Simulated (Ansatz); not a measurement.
**C2H5BClF (SMILES BC(F)CCl): levels of theory compared**

We compute a comparison of 6 runs (B2PLYP/def2-SVP, BHLYP/def2-SVP, BLYP/def2-SVP, PBE-QIDH/def2-SVP, SVWN5/def2-SVP, r2SCAN0/def2-SVP) of C2H5BClF. 

The results are computed with Ansatz 0.2.0.

123 further runs of the same task are left out: 123 set aside as unsound or not needed.

### Step 1. Starting point

C2H5BClF: 10 atoms, total charge 0, spin state singlet. As SMILES, `BC(F)CCl`. One bond was lengthened or shortened from a relaxed shape.

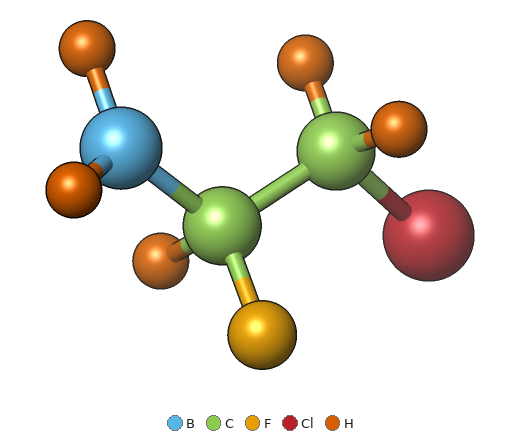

Viewed from a chosen angle; boron blue, carbon green, fluorine amber, chlorine red, hydrogen orange.

### Step 2. A single-point energy at B2PLYP/def2-SVP (run 1)

File run.yaml:

```yaml
crystal:
  periodic: [false, false, false]
  atoms:
    - {symbol: B, position_ang: [-1.391646, -0.629284, -0.162451]}
    - {symbol: C, position_ang: [0.096454, -0.414384, 0.245249]}
    - {symbol: F, position_ang: [0.437854, -0.997884, 1.454749]}
    - {symbol: C, position_ang: [0.572854, 1.017316, 0.218749]}
    - {symbol: Cl, position_ang: [2.346254, 1.150216, 0.325049]}
    - {symbol: H, position_ang: [-2.092746, -1.368384, 0.455649]}
    - {symbol: H, position_ang: [-1.789846, -0.089884, -1.151851]}
    - {symbol: H, position_ang: [0.728500, -1.046200, -0.665100]}
    - {symbol: H, position_ang: [0.166054, 1.574216, 1.062449]}
    - {symbol: H, position_ang: [0.267354, 1.495216, -0.710951]}
basis:
  gaussian:
    orbitals: def2-SVP
hamiltonian:
  xc: {name: B2PLYP}
correlation:
  frozen_orbitals: {B: 1, C: 1, Cl: 5, F: 1, H: 0}
accuracy: high
output:
  orbitals: {seedname: orbitals}
```

Run with:

```
ansatz run run.yaml --threads 1 --pin off --max-ram 3480MiB --events-out events.jsonl --progress --plain --runs-dir runs
```

Standard output:

```text
Warning: RAYON_NUM_THREADS=1 ignored (pool sized by the plan → 1); use --threads N
Functional definition: B2PLYP
  name "B2PLYP"
  parameter a = 0.53
  parameter c = 0.27
  exchange = (1 - a)*b88_x + a*exact_x
  correlation = (1 - c)*lyp_c + c*(mp2_os + mp2_ss)
2340 factors; integrals over basis functions are off by at most 3.5e-9 eV
mean field evaluation 1: about -18044.4814 eV, gradient 2.4e1 eV
mean field evaluation 2: about -18044.9688 eV, gradient 2.5e1 eV
mean field evaluation 4: about -18046.3345 eV, gradient 3.0e0 eV
mean field evaluation 8: about -18046.3569 eV, gradient 2.4e-1 eV
mean field evaluation 16: about -18046.3570 eV, gradient 7.5e-5 eV
mean field -18046.35701402 eV, -663.1913880052 hartree, gradient 6.9e-9 eV, S^2 0.000000; 0 other end points of the search recorded, 0 dependent functions left out
9 core orbitals not correlated: weight in the atoms' cores, before any rotation towards them, 1.000 or more for the frozen orbitals, at most 0.000 for the correlated occupied ones
reference -18046.35703930 eV, -663.1913889341 hartree; 15, 15 occupied and 75, 75 virtual orbitals, 2340 factors
second order -22.36002827 eV of doubles, -0.00000000 eV of singles
Total energy: -18052.39424693 eV, -663.4132522224 hartree
```

It took 13 s on 1 thread of Arm Neoverse V2, shared host; peak memory 0.36 GiB.

### Step 3. The energy at BHLYP/def2-SVP (run 2)

File job.yaml:

```yaml
crystal:
  periodic: [false, false, false]
  atoms:
    - {symbol: B, position_ang: [-1.391646, -0.629284, -0.162451]}
    - {symbol: C, position_ang: [0.096454, -0.414384, 0.245249]}
    - {symbol: F, position_ang: [0.437854, -0.997884, 1.454749]}
    - {symbol: C, position_ang: [0.572854, 1.017316, 0.218749]}
    - {symbol: Cl, position_ang: [2.346254, 1.150216, 0.325049]}
    - {symbol: H, position_ang: [-2.092746, -1.368384, 0.455649]}
    - {symbol: H, position_ang: [-1.789846, -0.089884, -1.151851]}
    - {symbol: H, position_ang: [0.728500, -1.046200, -0.665100]}
    - {symbol: H, position_ang: [0.166054, 1.574216, 1.062449]}
    - {symbol: H, position_ang: [0.267354, 1.495216, -0.710951]}
basis:
  gaussian: {orbitals: def2-SVP}
hamiltonian: {xc: {name: BHLYP}}
accuracy: high
output: {orbitals: {seedname: orbitals}}
```

Run with:

```
ansatz run job.yaml --threads 1 --pin off --max-ram 3480MiB --events-out events.jsonl --progress --plain --runs-dir runs
```

Standard output:

```text
Warning: RAYON_NUM_THREADS=1 ignored (pool sized by the plan → 1); use --threads N
Functional definition: BHLYP
  name "BHLYP"
  parameter a = 0.5
  exchange = (1 - a)*b88_x + a*exact_x
  correlation = lyp_c
2340 factors; integrals over basis functions are off by at most 3.5e-9 eV
mean field evaluation 1: about -18057.2201 eV, gradient 2.5e1 eV
mean field evaluation 2: about -18057.9893 eV, gradient 2.0e1 eV
mean field evaluation 4: about -18058.6920 eV, gradient 7.1e-1 eV
mean field evaluation 8: about -18059.1681 eV, gradient 2.9e-1 eV
mean field evaluation 16: about -18059.1683 eV, gradient 1.0e-4 eV
mean field -18059.16829363 eV, -663.6621938471 hartree, gradient 4.1e-8 eV, S^2 0.000000; 0 other end points of the search recorded, 0 dependent functions left out
reference -18059.16832060 eV, -663.6621948382 hartree; 24, 24 occupied and 75, 75 virtual orbitals, 2340 factors
Total energy: -18059.16832060 eV, -663.6621948382 hartree
```

Wall time 9.3 s (1 thread of Arm Neoverse V2, shared host); peak memory 0.36 GiB.

Runs 3 to 5 aren't shown in full; the table further down has their settings and results.

### Step 4. A single-point energy at r2SCAN0/def2-SVP (run 6)

File molecule.yaml:

```yaml
crystal:
  periodic: [false, false, false]
  atoms:
    - symbol: B
      position_ang: [-1.391646, -0.629284, -0.162451]
    - symbol: C
      position_ang: [0.096454, -0.414384, 0.245249]
    - symbol: F
      position_ang: [0.437854, -0.997884, 1.454749]
    - symbol: C
      position_ang: [0.572854, 1.017316, 0.218749]
    - symbol: Cl
      position_ang: [2.346254, 1.150216, 0.325049]
    - symbol: H
      position_ang: [-2.092746, -1.368384, 0.455649]
    - symbol: H
      position_ang: [-1.789846, -0.089884, -1.151851]
    - symbol: H
      position_ang: [0.728500, -1.046200, -0.665100]
    - symbol: H
      position_ang: [0.166054, 1.574216, 1.062449]
    - symbol: H
      position_ang: [0.267354, 1.495216, -0.710951]
basis:
  gaussian: {orbitals: def2-SVP}
magnetization: {spin_polarized: false}
hamiltonian: {xc: {name: r2SCAN0}}
accuracy: high
output: {orbitals: {seedname: orbitals}}
```

Run with:

```
ansatz run molecule.yaml --threads 1 --pin off --max-ram 3480MiB --events-out events.jsonl --progress --plain --runs-dir runs
```

Standard output:

```text
Warning: RAYON_NUM_THREADS=1 ignored (pool sized by the plan → 1); use --threads N
Functional definition: r2SCAN0
  name "r2SCAN0"
  parameter a = 0.25
  parameter k0 = 0.174
  parameter k1 = 0.065
  parameter a1 = 4.9479
  exchange = (1 - a)*r2scan_x(k0 = k0, k1 = k1, a1 = a1) + a*exact_x
  correlation = r2scan_c
2340 factors; integrals over basis functions are off by at most 3.5e-9 eV
mean field evaluation 1: about -18055.2428 eV, gradient 2.9e1 eV
mean field evaluation 2: about -18055.3715 eV, gradient 2.8e1 eV
mean field evaluation 4: about -18057.2040 eV, gradient 8.9e-1 eV
mean field evaluation 8: about -18057.4442 eV, gradient 2.1e-1 eV
mean field evaluation 16: about -18057.4443 eV, gradient 1.6e-5 eV
mean field -18057.44425283 eV, -663.5988365163 hartree, gradient 2.3e-8 eV, S^2 0.000000; 0 other end points of the search recorded, 0 dependent functions left out
reference -18057.44425339 eV, -663.5988365367 hartree; 24, 24 occupied and 75, 75 virtual orbitals, 2340 factors
Total energy: -18057.44425339 eV, -663.5988365367 hartree
```

It took 17 s on 1 thread of Arm Neoverse V2, shared host; peak memory 0.43 GiB.

### Step 5. The series

```tsv
run	level	frozen core orbitals	energy (Eh)	HOMO energy (eV)	LUMO energy (eV)	HOMO–LUMO gap (eV)	wall time
1	B2PLYP/def2-SVP	9	-663.413252	-9.59	-0.65	8.95	13 s
2	BHLYP/def2-SVP	–	-663.662195	-9.65	-0.98	8.67	9.3 s
3	BLYP/def2-SVP	–	-663.682502	-6.63	-2.85	3.79	6.3 s
4	PBE-QIDH/def2-SVP	9	-663.200285	-10.67	-0.06	10.61	15 s
5	SVWN5/def2-SVP	–	-660.613337	-6.93	-3.31	3.62	4.5 s
6	r2SCAN0/def2-SVP	–	-663.598837	-8.60	-1.85	6.74	17 s
```

### Step 6. What came out

```
            quantity          value
 run 6: total energy  -663.59884 Eh
  run 6: HOMO energy       -8.60 eV
  run 6: LUMO energy       -1.85 eV
run 6: HOMO–LUMO gap        6.74 eV
```

What this shows: The HOMO–LUMO gap runs from 3.62 eV (SVWN5/def2-SVP) to 10.61 eV (PBE-QIDH/def2-SVP). A double hybrid's value is that of its SCF part. Totals of different functionals can't be ranked against each other. All runs together took 65 s, the longest 17 s.
